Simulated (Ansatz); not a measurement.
# HF/3-21G run of CH6GeSi (SMILES [CH2]1[SiH2][GeH2]1)

What is the electronic atomisation energy of CH6GeSi at HF/3-21G? 

The calculation is run with Ansatz 0.2.0.

65 further runs of the same task are left out: 65 set aside as unsound or not needed.

## (1) The molecule

CH6GeSi: 9 atoms, total charge 0, spin state singlet. SMILES: `[CH2]1[SiH2][GeH2]1`. The shape is that of a PBE0-D4/def2-TZVP optimisation.

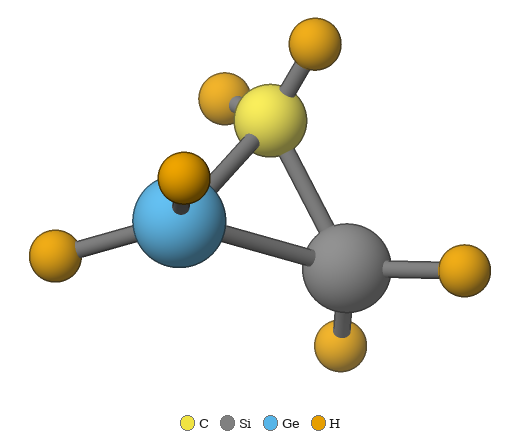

Viewed from a chosen angle; carbon yellow, silicon grey, germanium blue, hydrogen amber.

## (2) The energy at HF/3-21G

in.yaml

```yaml
crystal:
  periodic: [false, false, false]
  atoms:
    - {symbol: C, position_ang: [-0.726700, 0.082100, -0.693700]}
    - {symbol: Si, position_ang: [0.887500, 0.879500, -0.151400]}
    - {symbol: Ge, position_ang: [-0.040700, -0.948100, 0.885700]}
    - {symbol: H, position_ang: [-1.647500, 0.636600, -0.532900]}
    - {symbol: H, position_ang: [-0.737600, -0.453300, -1.639500]}
    - {symbol: H, position_ang: [0.802100, 2.227300, 0.458900]}
    - {symbol: H, position_ang: [2.050400, 0.731400, -1.058000]}
    - {symbol: H, position_ang: [0.399400, -2.377500, 0.568600]}
    - {symbol: H, position_ang: [-0.898400, -0.824300, 2.145300]}
basis:
  gaussian:
    orbitals: 3-21G-spherical.json
hamiltonian:
  xc: hf
accuracy: high
output:
  orbitals: {seedname: orbitals}
```

The basis set 3-21G is read from a file made from the Basis Set Exchange's data (not shown).

On the command line:

```bash
$ ansatz run in.yaml --threads 1 --pin off --max-ram 3480MiB --events-out events.jsonl --progress --plain --runs-dir runs
```

Standard output:

```text
Warning: RAYON_NUM_THREADS=1 ignored (pool sized by the plan → 1); use --threads N
Functional definition: HF
  name "HF"
  exchange = exact_x
  correlation = 0
1190 factors; integrals over basis functions are off by at most 5.1e-9 eV
mean field evaluation 1: about -65137.4543 eV, gradient 2.0e1 eV
mean field evaluation 2: about -65137.7231 eV, gradient 2.0e1 eV
mean field evaluation 4: about -65138.9626 eV, gradient 2.0e0 eV
mean field evaluation 8: about -65138.9790 eV, gradient 1.6e-4 eV
mean field -65138.97902378 eV, -2393.8133263381 hartree, gradient 1.3e-8 eV, S^2 0.000000; 0 other end points of the search recorded, 0 dependent functions left out
reference -65138.97902378 eV, -2393.8133263381 hartree; 29, 29 occupied and 27, 27 virtual orbitals, 1190 factors
Total energy: -65138.97902378 eV, -2393.8133263381 hartree
```

Run time: 0.72 s. Hardware: 1 thread of Arm Neoverse V2, shared host; peak memory 0.13 GiB.

## (3) The C atom, same level

run.yaml

```yaml
crystal:
  periodic: [false, false, false]
  atoms:
    - symbol: C
      position_ang: [0.000000, 0.000000, 0.000000]
basis:
  gaussian: {orbitals: 3-21G.json}
magnetization: {spin_polarized: true, initial_magnetization: 2}
hamiltonian: {xc: hf}
accuracy: high
```

The basis set 3-21G is read from a file made from the Basis Set Exchange's data (not shown).

Run the same way, it converges to -37.48107 Eh (log not shown).

## (4) The Ge atom

in.yaml

```yaml
crystal:
  periodic: [false, false, false]
  atoms:
    - {symbol: Ge, position_ang: [0.000000, 0.000000, 0.000000]}
basis:
  gaussian: {orbitals: 3-21G-spherical.json}
magnetization: {spin_polarized: true, initial_magnetization: 2}
hamiltonian: {xc: hf}
accuracy: high
```

The basis set 3-21G is read from a file made from the Basis Set Exchange's data (not shown).

Run the same way, it converges to -2065.29167 Eh (log not shown).

## (5) The H atom

job.yaml

```yaml
basis:
  gaussian: {orbitals: 3-21G.json}
crystal:
  periodic: [false, false, false]
  atoms:
    - {symbol: H, position_ang: [0.000000, 0.000000, 0.000000]}
accuracy: high
hamiltonian: {xc: hf}
magnetization: {spin_polarized: true, initial_magnetization: 1}
```

The basis set 3-21G is read from a file made from the Basis Set Exchange's data (not shown).

Run the same way, it converges to -0.49620 Eh (log not shown).

## (6) The Si atom

run.yaml

```yaml
crystal:
  periodic: [false, false, false]
  atoms:
    - {symbol: Si, position_ang: [0.000000, 0.000000, 0.000000]}
basis:
  gaussian:
    orbitals: 3-21G.json
magnetization:
  spin_polarized: true
  initial_magnetization: 2
hamiltonian:
  xc: hf
accuracy: high
```

The basis set 3-21G is read from a file made from the Basis Set Exchange's data (not shown).

On the command line:

```bash
$ ansatz run run.yaml --threads 1 --pin off --max-ram 3480MiB --events-out events.jsonl --progress --plain --runs-dir runs
```

Standard output:

```text
Warning: RAYON_NUM_THREADS=1 ignored (pool sized by the plan → 1); use --threads N
[... 4 set-up lines as earlier in the session ...]
78 factors; integrals over basis functions are off by at most 3.4e-9 eV
mean field evaluation 1: about -7818.9387 eV, gradient 2.7e0 eV
mean field evaluation 2: about -7818.9448 eV, gradient 2.7e0 eV
mean field evaluation 4: about -7819.0416 eV, gradient 1.1e-1 eV
mean field evaluation 8: about -7819.0403 eV, gradient 3.5e-8 eV
mean field evaluation 16: about -7819.0456 eV, gradient 1.7e-3 eV
mean field evaluation 32: about -7819.0403 eV, gradient 8.0e-3 eV
mean field -7819.04028989 eV, -287.3444307175 hartree, gradient 4.7e-8 eV, S^2 2.000009; 1 other end points of the search recorded, 0 dependent functions left out
reference -7819.04028989 eV, -287.3444307175 hartree; 8, 6 occupied and 5, 7 virtual orbitals, 78 factors
Total energy: -7819.04028989 eV, -287.3444307175 hartree
```

It took 0.04 s on 1 thread of Arm Neoverse V2, shared host.

## (7) Results

Level: HF/3-21G.

| quantity | value |
| --- | --- |
| molecule: total energy | -2393.81333 Eh |
| molecule: HOMO energy | -8.80 eV |
| molecule: LUMO energy | 3.00 eV |
| molecule: HOMO–LUMO gap | 11.80 eV |
| C atom: total energy | -37.48107 Eh |
| C atom: ⟨S²⟩ | 2.001 |
| Ge atom: total energy | -2065.29167 Eh |
| Ge atom: ⟨S²⟩ | 2.000 |
| H atom: total energy | -0.49620 Eh |
| H atom: ⟨S²⟩ | 0.750 |
| Si atom: total energy | -287.34443 Eh |
| Si atom: ⟨S²⟩ | 2.000 |
| electronic atomisation energy | 19.564 eV |

Taking the molecule apart into free atoms costs 19.56 eV (1888 kJ/mol), before zero-point energy and without spin-orbit coupling. Hartree–Fock lacks the correlation of the bonding pairs, which as a rule makes this value much too low; in minimal bases other errors can mask that. The basis has no polarisation functions, which makes bonds too weak.
